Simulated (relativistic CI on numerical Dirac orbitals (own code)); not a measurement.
**I XXII (I²¹⁺): levels and lines**

Aim: the low levels of I²¹⁺, their labels and the strongest lines; further runs change one setting each.

Method: Dirac-Coulomb-Breit CI, KLI orbitals optimised for each configuration, model QED (radiative potential, 1s self-energy scaled to tabulated hydrogen-like ionisation energies). Code: relativistic CI on numerical Dirac orbitals (own code) version 4.

**1. The atom as given**

- ion: I²¹⁺ (I XXII)
- nuclear charge: 53
- electrons: 32
- isotope: A = 127
- first configuration typed: [Ar] 3d10 4s2 4p2

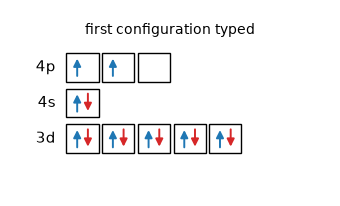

Outer shells as boxes.

**2. The main run**

Settings of the run:

```ini
atom I  Z=53  charge=21  electrons=32
nucleus A=127  rms_radius_fm=4.7500
hamiltonian dirac-coulomb  breit=on  qed=on  c_scale=1
orbitals kli  potential=per-configuration
slater_scale 1
correlation none
mixing on
configurations
  [Ar] 3d10 4s2 4p2
  [Ar] 3d10 4s 4p3
  [Ar] 3d10 4s2 4p 4d
  [Ar] 3d10 4p4
  [Ar] 3d10 4s 4p2 4d
  [Ar] 3d10 4s2 4p 4f
  [Ar] 3d10 4s 4p2 4f
  [Ar] 3d10 4p3 4d
  [Ar] 3d10 4s 4p 4d2
  [Ar] 3d10 4s2 4d 4f
  [Ar] 3d10 4p3 4f
  [Ar] 3d10 4s2 4p 5s
  [Ar] 3d10 4s2 4d2
  [Ar] 3d10 4s 4d3
  [Ar] 3d10 4s 4d2 4f
  [Ar] 3d10 4p2 4d2
  [Ar] 3d10 4p 4d3
  [Ar] 3d10 4p 4d2 4f
  [Ar] 3d10 4p 4d2 5s
  [Ar] 3d10 4s2 4f2
  [Ar] 3d10 4s 4d 4f2
  [Ar] 3d10 4s 4f3
  [Ar] 3d10 4p2 4f2
  [Ar] 3d10 4p 4d 4f2
  [Ar] 3d10 4p 4f3
  [Ar] 3d10 4p 4f2 5s
end
```

The run is started by

```console
> python run_levels.py task.json out
```

task.json lists these runs, among others, and the program works through them in turn.

The program writes no log. Results of the run, from its result record (rounded, main fields):

```text
{
  "status": "converged",
  "levels [i, E_cm, J2, conf, term, w_term, jj, w_jj, g, tau_s]": [
    [0, 0, 0, "4s2 4p2", "3P", 0.7807, "4p1/2^2", 0.9645, "-", "-"],
    [1, 98871.489, 2, "4s2 4p2", "3P", 0.984, "4p1/2 4p3/2", 0.984, 1.5, 7.307e-05],
    [2, 118614.54, 4, "4s2 4p2", "1D", 0.5235, "4p1/2 4p3/2", 0.9644, 1.232, 0.007417],
    [3, 232946.95, 4, "4s2 4p2", "3P", 0.5226, "4p3/2^2", 0.9617, 1.266, 3.081e-05],
    [4, 281460.01, 0, "4s2 4p2", "1S", 0.7729, "4p3/2^2", 0.9575, "-", 1.451e-05],
    [5, 468310.7, 4, "4s 4p3", "5S*", 0.683, "4s 4p3/2", 0.7474, 1.815, 4.018e-10],
    [6, 543947.46, 2, "4s 4p3", "3D*", 0.5884, "4s 4p3/2", 0.743, 0.8328, 3.71e-11],
    [7, 575086.01, 4, "4s 4p3", "3D*", 0.5929, "4s 4p1/2 4p3/2^2", 0.7858, 1.383, 1.147e-10],
    [8, 607042.55, 6, "4s 4p3", "3D*", 0.9302, "4s 4p1/2 4p3/2^2", 0.9302, 1.332, 1.311e-10],
    [9, 650260.19, 0, "4s 4p3", "3P*", 0.9463, "4s 4p1/2 4p3/2^2", 0.9463, "-", 3.806e-11],
    [10, 664569.81, 2, "4s 4p3", "3P*", 0.6125, "4s 4p1/2 4p3/2^2", 0.8011, 1.288, 2.571e-11],
    [11, 669729.74, 4, "4s 4p3", "1D*", 0.4116, "4s 4p1/2 4p3/2^2", 0.6367, 1.173, 2.88e-11],
    [12, 722305.18, 2, "4s 4p3", "3S*", 0.4996, "4s 4p1/2 4p3/2^2", 0.7697, 1.527, 5.834e-12],
    [13, 752535.89, 4, "4s 4p3", "3P*", 0.3457, "4s 4p3/2^3", 0.5685, 1.168, 6.959e-11],
    [14, 781324.34, 4, "4s2 4p 4d", "3F*", 0.6558, "4p1/2 4d3/2", 0.5634, 0.8255, 2.266e-11],
    [15, 819428.3, 6, "4s2 4p 4d", "3F*", 0.8409, "4p1/2 4d5/2", 0.7689, 1.098, 2.913e-11],
    [16, 843672.45, 2, "4s 4p3", "1P*", 0.329, "4s 4p3/2^3", 0.5766, 1.245, 5.502e-12],
    [17, 847437.61, 4, "4s2 4p 4d", "3P*", 0.4827, "4p1/2 4d5/2", 0.8497, 1.283, 5.059e-12],
    [18, 858232.47, 2, "4s2 4p 4d", "3D*", 0.5061, "4p1/2 4d3/2", 0.6218, 0.923, 3.148e-12],
    [19, 905714.13, 8, "4s2 4p 4d", "3F*", 0.9814, "4p3/2 4d5/2", 0.9814, 1.249, 6.976e-05],
    [20, 934807.1, 4, "4s2 4p 4d", "1D*", 0.4052, "4p3/2 4d3/2", 0.6547, 1.042, 3.715e-12],
    [21, 944460.29, 0, "4s2 4p 4d", "3P*", 0.9351, "4p3/2 4d3/2", 0.9351, "-", 4.337e-12],
    [22, 952917.33, 6, "4s2 4p 4d", "3D*", 0.6647, "4p3/2 4d3/2", 0.5097, 1.25, 3.325e-12],
    [23, 954899.74, 2, "4s2 4p 4d", "3P*", 0.6394, "4p3/2 4d3/2", 0.7897, 1.211, 3.822e-12],
    [24, 970056.28, 4, "4s2 4p 4d", "3P*", 0.4198, "4p3/2 4d5/2", 0.6591, 1.3, 4.239e-12],
    [25, 1018673.2, 6, "4s2 4p 4d", "1F*", 0.7758, "4p3/2 4d5/2", 0.6441, 1.065, 3.042e-12],
    [26, 1034431.3, 2, "4s2 4p 4d", "1P*", 0.762, "4p3/2 4d5/2", 0.7964, 0.9639, 4.174e-12],
    [27, 1063142.6, 4, "4p4", "3P", 0.5603, "4p3/2^2", 0.7791, 1.353, 2.076e-11],
    [28, 1116227.4, 0, "4p4", "3P", 0.4491, "4p3/2^2", 0.7878, "-", 1.487e-11],
    [29, 1129514.4, 2, "4s 4p2 4d", "5F", 0.7167, "4s 4p1/2^2 4d3/2", 0.7462, 0.2626, 1.631e-10],
    [30, 1143414, 4, "4s 4p2 4d", "5F", 0.5909, "4s 4p1/2^2 4d3/2", 0.5017, 1.142, 6.967e-11],
    [31, 1170538.5, 6, "4s 4p2 4d", "5F", 0.4738, "4s 4p1/2^2 4d5/2", 0.6105, 1.357, 4.502e-11],
    [32, 1170708.8, 2, "4p4", "3P", 0.6848, "4p1/2 4p3/2^3", 0.6848, 1.425, 1.773e-11],
    [33, 1181837.8, 4, "4p4", "1D", 0.5118, "4p1/2 4p3/2^3", 0.7089, 1.138, 2.48e-11],
    [34, 1213241.1, 0, "4s 4p2 4d", "5D", 0.9158, "4s 4p1/2 4p3/2 4d3/2", 0.9236, "-", 1.751e-10],
    [35, 1219406.1, 4, "4s 4p2 4d", "5D", 0.4056, "4s 4p1/2 4p3/2 4d3/2", 0.7684, 1.181, 4.553e-11],
    [36, 1219630, 2, "4s 4p2 4d", "5D", 0.7653, "4s 4p1/2 4p3/2 4d3/2", 0.7687, 1.361, 4.509e-11],
    [37, 1224371.2, 6, "4s 4p2 4d", "5F", 0.3863, "4s 4p1/2 4p3/2 4d3/2", 0.7023, 1.271, 5.021e-11],
    [38, 1225053.1, 8, "4s 4p2 4d", "5F", 0.7381, "4s 4p1/2 4p3/2 4d5/2", 0.8211, 1.367, 1.448e-09],
    [39, 1239552, 4, "4s 4p2 4d", "3F", 0.5538, "4s 4p1/2 4p3/2 4d5/2", 0.2592, 0.9281, 1.902e-11],
    [40, 1246073.5, 8, "4s 4p2 4d", "5D", 0.4379, "4s 4p1/2 4p3/2 4d3/2", 0.4682, 1.353, 5.413e-10],
    [41, 1261233.4, 10, "4s 4p2 4d", "5F", 0.7738, "4s 4p1/2 4p3/2 4d5/2", 0.7906, 1.354, 6.276e-10],
    [42, 1281233.6, 6, "4s 4p2 4d", "3F", 0.4705, "4s 4p1/2 4p3/2 4d5/2", 0.6546, 1.307, 9.193e-12],
    [43, 1282417.9, 4, "4s 4p2 4d", "3P", 0.3206, "4s 4p1/2 4p3/2 4d5/2", 0.5936, 1.257, 9.051e-12],
    [44, 1302320.5, 6, "4s 4p2 4d", "5P", 0.334, "4s 4p1/2 4p3/2 4d5/2", 0.5227, 1.456, 5.915e-12],
    "... 155 more rows left out ..."
  ],
  "lines, the strongest and those to the lowest levels [upper, lower, type, S_au, A_per_s, branching]": [
    [1, 0, "M1", 1.575, 1.369e+04, 1],
    [3, 1, "M1", 1.323, 1.72e+04, 0.5298],
    [3, 2, "M1", 1.856, 1.496e+04, 0.461],
    [4, 1, "M1", 0.4125, 6.772e+04, 0.9825],
    [22, 2, "E1", 1.612, 2.709e+11, 0.9009],
    [25, 3, "E1", 1.915, 2.689e+11, 0.8181],
    [71, 8, "E1", 2.443, 3.457e+11, 0.9751],
    [84, 13, "E1", 1.619, 2.459e+11, 0.7667],
    [93, 17, "E1", 1.287, 2.11e+11, 0.5725],
    [98, 19, "E1", 2.331, 2.233e+11, 1],
    [104, 20, "E1", 2.122, 3.18e+11, 0.7592],
    [108, 22, "E1", 4.079, 4.72e+11, 0.9273],
    [111, 24, "E1", 2.045, 2.906e+11, 0.6191],
    [118, 26, "E1", 2.087, 3.906e+11, 0.9571],
    [121, 25, "E1", 4.342, 5.17e+11, 0.9134],
    [164, 38, "E1", 1.595, 1.439e+11, 0.7752],
    [181, 40, "E1", 1.513, 1.423e+11, 0.8277],
    [188, 41, "E1", 1.806, 1.78e+11, 0.5823]
  ],
  "n_levels_all": 2830,
  "total_energy [Ha]": -6916.5334889,
  "configurations [conf, odd, states, E_av_cm, breit_Ha, qed_Ha, corr_Ha]": [
    ["4s2 4p2", 0, 15, 180884, 5.332, 3.61, "-"],
    ["4s 4p3", 1, 40, 676642, 5.335, 3.6, "-"],
    ["4s2 4p 4d", 1, 60, 928614, 5.321, 3.609, "-"],
    ["4p4", 0, 15, 1.22692e+06, 5.337, 3.589, "-"],
    ["4s 4p2 4d", 0, 300, 1.40065e+06, 5.324, 3.599, "-"],
    ["4s2 4p 4f", 0, 84, 1.68204e+06, 5.316, 3.609, "-"],
    ["4s 4p2 4f", 1, 420, 2.15589e+06, 5.318, 3.599, "-"],
    ["4p3 4d", 1, 200, 1.92722e+06, 5.326, 3.589, "-"],
    ["4s 4p 4d2", 1, 540, 2.14033e+06, 5.313, 3.598, "-"],
    ["4s2 4d 4f", 1, 140, 2.43299e+06, 5.305, 3.609, "-"],
    ["4p3 4f", 0, 280, 2.68427e+06, 5.321, 3.589, "-"],
    ["4s2 4p 5s", 1, 12, 2.18266e+06, 5.322, 3.614, "-"],
    ["4s2 4d2", 0, 45, 1.69201e+06, 5.31, 3.608, "-"],
    ["4s 4d3", 0, 240, 2.89568e+06, 5.302, 3.597, "-"],
    "... 12 more rows left out ..."
  ],
  "radial 4s2 4p2 [Ha, bohr]": {"<r^-3>(4p)": 282.45, "<r^1>(4p)": 0.68243, "<r^2>(4p)": 0.52538, "<r^4>(4p)": 0.38997, "F2(4p,4p)": 0.69079, "zeta(4p)": 0.37181},
  "radial 4s 4p3 [Ha, bohr]": {"<r^1>(4s)": 0.66215, "<r^2>(4s)": 0.49184, "<r^4>(4s)": 0.3372, "<r^-3>(4p)": 282.44, "<r^1>(4p)": 0.68247, "<r^2>(4p)": 0.52546, "<r^4>(4p)": 0.39011, "F2(4p,4p)": 0.69074, "G1(4s,4p)": 0.90647, "zeta(4p)": 0.37129},
  "ionisation_energy [eV]": 648.429
}
```

Run time: 3.5 s. Hardware: 1 thread of Arm Neoverse N1, shared host.

Lowest levels:

| level | energy (cm⁻¹) | LS purity (%) | jj purity (%) | radiative lifetime (s) |
| --- | --- | --- | --- | --- |
| 4p2 3P0 | 0.0 | 78 | 96 | - |
| 4p2 3P1 | 98871 | 98 | 98 | 7.3e-05 |
| 4p2 [4p1/2 4p3/2] J=2 | 118615 | 52 | 96 | 0.0074 |
| 4p2 [4p3/2^2] J=2 | 232947 | 52 | 96 | 3.1e-05 |
| 4p2 1S0 | 281460 | 77 | 96 | 1.5e-05 |
| 4s 4p3 5S°2 | 468311 | 68 | 75 | 4e-10 |
| 4s 4p3 3D°1 | 543947 | 59 | 74 | 3.7e-11 |
| 4s 4p3 3D°2 | 575086 | 59 | 79 | 1.1e-10 |
| 4s 4p3 3D°3 | 607043 | 93 | 93 | 1.3e-10 |
| 4s 4p3 3P°0 | 650260 | 95 | 95 | 3.8e-11 |
| 4s 4p3 3P°1 | 664570 | 61 | 80 | 2.6e-11 |
| 4s 4p3 [4s 4p1/2 4p3/2^2] J=2° (ii) | 669730 | 41 | 64 | 2.9e-11 |
| 4s 4p3 [4s 4p1/2 4p3/2^2] J=1° (ii) | 722305 | 50 | 77 | 5.8e-12 |
| 4s 4p3 [4s 4p3/2^3] J=2° | 752536 | 35 | 57 | 7e-11 |

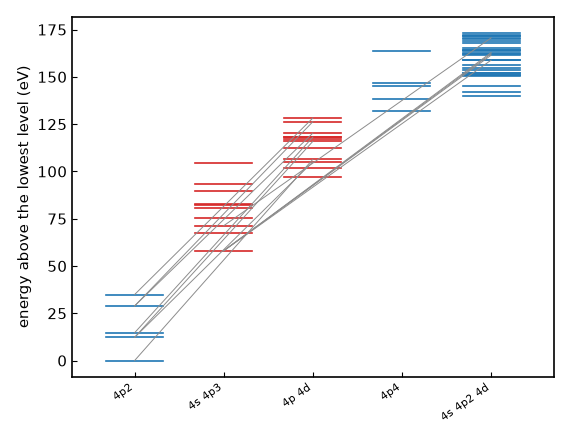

Levels by configuration, even parity blue and odd red; grey lines, where drawn, are strong E1 transitions.

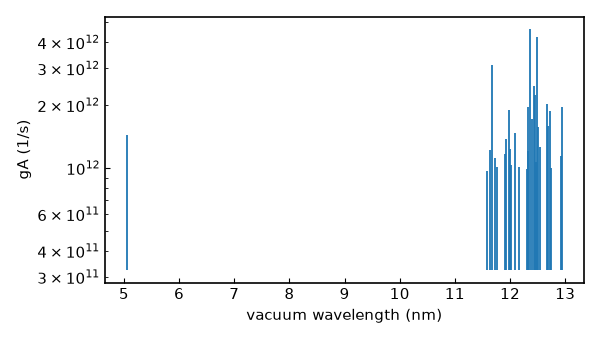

The strongest E1 lines among the lowest 200 of 2830 levels, at the computed wavelengths.

The strongest allowed lines among the lowest 200 of 2830 levels, ranked by gA:

| upper | lower | wavelength (nm) | A (1/s) |
| --- | --- | --- | --- |
| 4p 4f 1G4 + 4d2 1G | 4p 4d 1F°3 | 12.37 | 5.17e+11 |
| 4p 4f 3F4 + 4d2 3F | 4p 4d 3D°3 | 12.48 | 4.72e+11 |
| 4s 4p2 4d 3F4 (iii) | 4s 4p3 3D°3 | 11.67 | 3.46e+11 |
| 4p 4f 3G5 | 4p 4d 3F°4 | 12.43 | 2.23e+11 |
| 4p 4f 1F3 + 4s 4p2 4d 1F | 4p 4d [4p3/2 4d3/2] J=2° | 12.45 | 3.18e+11 |
| 4p 4f 3F3 + 3D | 4p 4d [4p3/2 4d5/2] J=2° | 12.68 | 2.91e+11 |
| 4s 4p 4d2 5F°5 | 4s 4p2 4d 5F5 | 12.32 | 1.78e+11 |
| 4p 4f 1D2 | 4p 4d 1P°1 | 12.94 | 3.91e+11 |
| 4p 4d 3D°3 | 4p2 [4p1/2 4p3/2] J=2 | 11.99 | 2.71e+11 |
| 4p 4d 1F°3 | 4p2 [4p3/2^2] J=2 | 12.73 | 2.69e+11 |

**3. Without configuration mixing**

The settings differ from step 2 so:

```diff
@@ -6,3 +6,3 @@
 correlation none
-mixing on
+mixing off
 configurations
```

Main fields:

```text
{
  "status": "converged",
  "levels [i, E_cm, J2, conf, term, w_term, w_jj]": [
    [0, 0, 0, "4s2 4p2", "3P", 0.7995, 0.9773],
    [1, 98600.833, 2, "4s2 4p2", "3P", 1, 1],
    [2, 120193.09, 4, "4s2 4p2", "1D", 0.52, 0.9777],
    [3, 236006.46, 4, "4s2 4p2", "3P", 0.52, 0.9777],
    [4, 288224.7, 0, "4s2 4p2", "1S", 0.7995, 0.9773],
    [5, 457285.64, 4, "4s 4p3", "5S*", 0.7529, 0.6974],
    [6, 555852.81, 2, "4s 4p3", "3D*", 0.6029, 0.8],
    [7, 582958.29, 4, "4s 4p3", "3D*", 0.6359, 0.7598],
    [8, 620459.91, 6, "4s 4p3", "3D*", 1, 1],
    [9, 656110.6, 0, "4s 4p3", "3P*", 1, 1],
    [10, 674391.53, 2, "4s 4p3", "3P*", 0.6188, 0.8627],
    [11, 696452.32, 4, "4s 4p3", "1D*", 0.344, 0.6415],
    "... 188 more rows left out ..."
  ],
  "n_levels_all": 2830,
  "total_energy [Ha]": -6916.4277112,
  "configurations [conf, odd, states, E_av_cm, breit_Ha, qed_Ha, corr_Ha]": [
    ["4s2 4p2", 0, 15, 157668, 5.332, 3.61, "-"],
    ["4s 4p3", 1, 40, 653427, 5.335, 3.6, "-"],
    ["4s2 4p 4d", 1, 60, 905398, 5.321, 3.609, "-"],
    ["4p4", 0, 15, 1.2037e+06, 5.337, 3.589, "-"],
    ["4s 4p2 4d", 0, 300, 1.37743e+06, 5.324, 3.599, "-"],
    ["4s2 4p 4f", 0, 84, 1.65883e+06, 5.316, 3.609, "-"],
    ["4s 4p2 4f", 1, 420, 2.13267e+06, 5.318, 3.599, "-"],
    ["4p3 4d", 1, 200, 1.90401e+06, 5.326, 3.589, "-"],
    ["4s 4p 4d2", 1, 540, 2.11712e+06, 5.313, 3.598, "-"],
    ["4s2 4d 4f", 1, 140, 2.40977e+06, 5.305, 3.609, "-"],
    ["4p3 4f", 0, 280, 2.66105e+06, 5.321, 3.589, "-"],
    ["4s2 4p 5s", 1, 12, 2.15945e+06, 5.322, 3.614, "-"],
    ["4s2 4d2", 0, 45, 1.66879e+06, 5.31, 3.608, "-"],
    ["4s 4d3", 0, 240, 2.87247e+06, 5.302, 3.597, "-"],
    "... 12 more rows left out ..."
  ]
}
```

Wall time 3.4 s (1 thread of Arm Neoverse N1, shared host).

How the levels moved (cm⁻¹, from the main run's lowest level):

| level | main run | shift |
| --- | --- | --- |
| 4p2 3P1 | 98871 | -270.7 |
| 4p2 [4p1/2 4p3/2] J=2 | 118615 | +1578.5 |
| 4p2 [4p3/2^2] J=2 | 232947 | +3059.5 |
| 4p2 1S0 | 281460 | +6764.7 |
| 4s 4p3 5S°2 | 468311 | -11025.1 |
| 4s 4p3 3D°1 | 543947 | +11905.4 |
| 4s 4p3 3D°2 | 575086 | +7872.3 |
| 4s 4p3 3D°3 | 607043 | +13417.4 |
| 4s 4p3 3P°0 | 650260 | +5850.4 |
| 4s 4p3 3P°1 | 664570 | +9821.7 |
| 4s 4p3 [4s 4p1/2 4p3/2^2] J=2° (ii) | 669730 | +26722.6 |
| 4s 4p3 [4s 4p1/2 4p3/2^2] J=1° (ii) | 722305 | +10464.3 |

**4. Non-relativistic limit (c × 1000)**

The settings differ from step 3 so:

```diff
@@ -2,3 +2,3 @@
 nucleus A=127  rms_radius_fm=4.7500
-hamiltonian dirac-coulomb  breit=on  qed=on  c_scale=1
+hamiltonian dirac-coulomb  breit=off  qed=off  c_scale=1000
 orbitals kli  potential=per-configuration
@@ -6,3 +6,3 @@
 correlation none
-mixing off
+mixing on
 configurations
```

Main fields:

```text
{
  "status": "converged",
  "levels [i, E_cm, J2, conf, term, w_term, w_jj]": [
    [0, 0, 0, "4s2 4p2", "3P", 0.9778, 0.6519],
    [1, 0.037065609, 2, "4s2 4p2", "3P", 0.9778, 0.9778],
    [2, 0.11119563, 4, "4s2 4p2", "3P", 0.9778, 0.6519],
    [3, 32396.005, 4, "4s2 4p2", "1D", 0.9755, 0.6504],
    [4, 81794.827, 0, "4s2 4p2", "1S", 0.9687, 0.6458],
    [5, 274329.06, 4, "4s 4p3", "5S*", 0.9951, 0.5528],
    [6, 364680.08, 2, "4s 4p3", "3D*", 0.9391, 0.4174],
    [7, 364680.08, 4, "4s 4p3", "3D*", 0.9391, 0.6261],
    [8, 364680.08, 6, "4s 4p3", "3D*", 0.9391, 0.9391],
    [9, 407723.64, 0, "4s 4p3", "3P*", 0.9499, 0.9499],
    [10, 407723.64, 2, "4s 4p3", "3P*", 0.9499, 0.6332],
    [11, 407723.64, 4, "4s 4p3", "3P*", 0.9499, 0.4749],
    [12, 467349.64, 4, "4s 4p3", "1D*", 0.8378, 0.6516],
    [13, 507302, 2, "4s 4p3", "3S*", 0.9717, 0.5398],
    [14, 525403.52, 2, "4s 4p3", "1P*", 0.9411, 0.3137],
    [15, 650943.26, 4, "4s2 4p 4d", "3F*", 0.977, 0.7295],
    "... 184 more rows left out ..."
  ],
  "n_levels_all": 2830,
  "total_energy [Ha]": -6727.529547,
  "configurations [conf, odd, states, E_av_cm, breit_Ha, qed_Ha, corr_Ha]": [
    ["4s2 4p2", 0, 15, 44290.9, 0, 0, "-"],
    ["4s 4p3", 1, 40, 433116, 0, 0, "-"],
    ["4s2 4p 4d", 1, 60, 726249, 0, 0, "-"],
    ["4p4", 0, 15, 875078, 0, 0, "-"],
    ["4s 4p2 4d", 0, 300, 1.09163e+06, 0, 0, "-"],
    ["4s2 4p 4f", 0, 84, 1.47276e+06, 0, 0, "-"],
    ["4s 4p2 4f", 1, 420, 1.84011e+06, 0, 0, "-"],
    ["4p3 4d", 1, 200, 1.51017e+06, 0, 0, "-"],
    ["4s 4p 4d2", 1, 540, 1.76551e+06, 0, 0, "-"],
    ["4s2 4d 4f", 1, 140, 2.15776e+06, 0, 0, "-"],
    ["4p3 4f", 0, 280, 2.2606e+06, 0, 0, "-"],
    ["4s2 4p 5s", 1, 12, 2.05848e+06, 0, 0, "-"],
    ["4s2 4d2", 0, 45, 1.42355e+06, 0, 0, "-"],
    ["4s 4d3", 0, 240, 2.45473e+06, 0, 0, "-"],
    "... 12 more rows left out ..."
  ]
}
```

Run time: 2 s. Hardware: 1 thread of Arm Neoverse N1, shared host.

Shifts of the excitation energies against the main run, counted from its lowest level (cm⁻¹): (levels that can't be paired are left out)

| level | main run | shift |
| --- | --- | --- |
| 4p2 3P1 | 98871 | -98871.5 |
| 4p2 1S0 | 281460 | -199665.2 |
| 4s 4p3 5S°2 | 468311 | -193981.6 |
| 4s 4p3 3D°1 | 543947 | -179267.4 |
| 4s 4p3 3D°2 | 575086 | -210405.9 |
| 4s 4p3 3D°3 | 607043 | -242362.5 |
| 4s 4p3 3P°0 | 650260 | -242536.5 |
| 4s 4p3 3P°1 | 664570 | -256846.2 |
| 4s 4p3 [4s 4p1/2 4p3/2^2] J=1° (ii) | 722305 | -215003.2 |

**5. The runs side by side**

| run | time | mean size of shift, levels followed (cm⁻¹) | lowest level | ionisation energy (eV) |
| --- | --- | --- | --- | --- |
| main run | 3.5 s | 0 | 4p2 3P0 | 648.43 |
| without configuration mixing | 3.4 s | 9063 | 4p2 3P0 | - |
| non-relativistic limit (c × 1000) | 2 s | 204327 | 4p2 3P0 | - |

The tabulated theoretical ionisation energy (NIST) is 649 eV.

**6. What came out**

```
                                                                         quantity                      value
                                                                     lowest level                    4p2 3P0
                                                                 first excitation        4p2 3P1, 98871 cm⁻¹
                                                 lowest level of the other parity   4s 4p3 5S°2, 468311 cm⁻¹
                                                              levels in the model                       2830
fastest E1 line (by rate) to the lowest level among the lowest 200 of 2830 levels  11.65 nm, from 4p 4d 3D°1
                                                                ionisation energy                  648.43 eV
                                  ionisation energy, tabulated theoretical (NIST)                     649 eV
```

**Reading.** 4p2 3P0 comes out lowest; its LS label holds 78 % and its jj label 96 %; over the low levels the means are 66 and 82 %, so jj coupling describes them better. The ionisation energy agrees with the tabulated theoretical value within its uncertainty of 4 eV. The largest mover is «non-relativistic limit (c × 1000)» (204327 cm⁻¹ on average). Lifetimes count radiative decay inside the model alone.
